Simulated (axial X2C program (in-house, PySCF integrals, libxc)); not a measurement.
TeH⁺: relativistic diatomic calculation

TeH⁺. The reference is closed-shell TeH⁺; the roots are vertical excitation energies. The distance is the PBE0 minimum at charge 1. Computed at this level: EOM-EE-CCSD, two-component X2C with atomic mean-field Coulomb and Gaunt terms, Te dyall-acv3z, H dyall-av3z (cores contracted) (axial X2C program (in-house, PySCF integrals, libxc)).

## Output
```
two-component X2C + atomic mean field  HF
basis functions 166  fitting functions 826  grid points 5071
iter        total energy     max residual
   1      -6788.227534258     5.15e-01
   2      -6788.339593523     7.31e-03
   3      -6788.340157284     1.11e-03
   4      -6788.340184206     5.43e-04
   5      -6788.340187637     8.42e-05
   6      -6788.340188129     2.21e-05
   7      -6788.340188167     7.29e-06
   8      -6788.340188172     2.78e-06
   9      -6788.340188173     1.14e-06
converged
one-electron -9328.47348535  Coulomb 2702.54128441  exact exchange -174.80142581  xc functional 0.00000000  nuclear repulsion 16.43800177  atomic mean-field constant -4.04456319
correlated 16  virtual 234  natural virtual 88  E(MP2) -0.606228315  MP2 remainder -0.101148901
iter   CCSD correlation   residual
   1     -0.473014613   1.42e-01
   2     -0.487307664   8.11e-02
   3     -0.489631508   5.56e-02
   4     -0.491246703   3.13e-02
   5     -0.491650913   8.86e-03
   6     -0.491638342   2.28e-03
   7     -0.491652246   7.82e-04
   8     -0.491650049   2.82e-04
   9     -0.491651948   1.25e-04
  10     -0.491651125   4.41e-05
  11     -0.491651445   1.84e-05
  12     -0.491651264   7.62e-06
  13     -0.491651365   3.56e-06
  14     -0.491651406   1.35e-06
  15     -0.491651450   6.12e-07
  16     -0.491651467   2.45e-07
(T) -0.012735959766538973  T1 0.0107  D1 0.0232  max T2 0.279
EOM-EE-CCSD roots
2*Omega      energy/Eh   energy/eV  one-particle weight
    0       0.14177067      3.8578      0.002
    0       0.22783356      6.1997      0.807
    0       0.23167625      6.3042      0.664
    0       0.23881465      6.4985      0.092
    0       0.24146416      6.5706      0.164
    2      -0.00334741     -0.0911      0.973
    2       0.13746597      3.7406      0.932
    2       0.23571100      6.4140      0.909
    2       0.26027543      7.0825      0.118
    4       0.03273318      0.8907      0.971
    4       0.12467615      3.3926      0.952
    4       0.31364661      8.5348      0.007
    6       0.38746313     10.5434      0.001
```

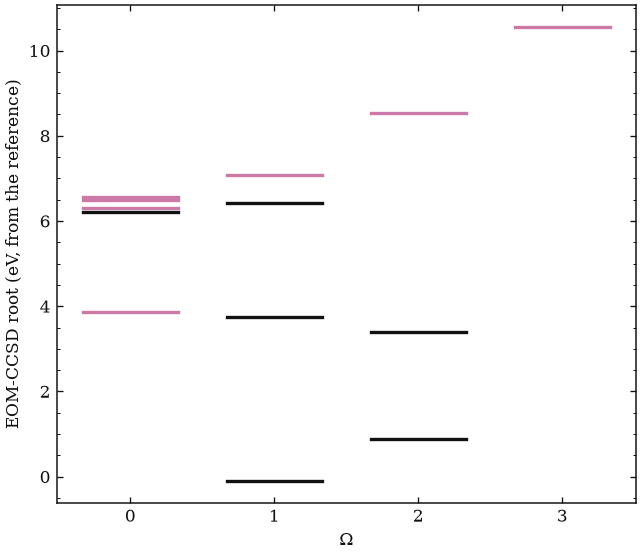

*EOM-CCSD roots by Ω at 1.67 Å; roots whose one-particle weight is under 0.8 have the second colour.*

The lowest has Ω = 1 and lies at −0.091 eV, with one-particle weight 0.97. 7 of the 13 roots are less well described at this level.

## The input
```
{"zs": [52, 1], "q": 1, "bas": ["dyall-acv3z", "dyall-av3z"], "r0": 1.68, "eom": "ee", "thr": -2.0, "nmax": 88}
```

The line is the task of a batch: nuclear charges, charge, bases, a first guess of the distance and further settings. This report covers the levels named above. The log is that of the reference distance 1.674 Å.

The run was one of a batch that the task file lists, launched with:
```bash
python <driver script> task.json out
```

## Results in brief

| quantity | value |
| --- | --- |
| outcome | converged |
| HF energy of the reference TeH⁺ | −6788.34019 hartree |
| MP2 energy of the reference TeH⁺ | −6788.94642 hartree |
| CCSD energy of the reference TeH⁺ (with the MP2 share of the virtual spinors left out of the coupled-cluster step) | −6788.93299 hartree |
| CCSD(T) energy of the reference TeH⁺ | −6788.94572 hartree |
| T1 diagnostic (spinor form; for a closed shell √2 times the usual value) | 0.011 |
| hardware | 1 thread of Arm Neoverse V2, 128 GiB of memory available, shared host |
| wall time | 80 s |
| peak memory | 0.92 GiB |
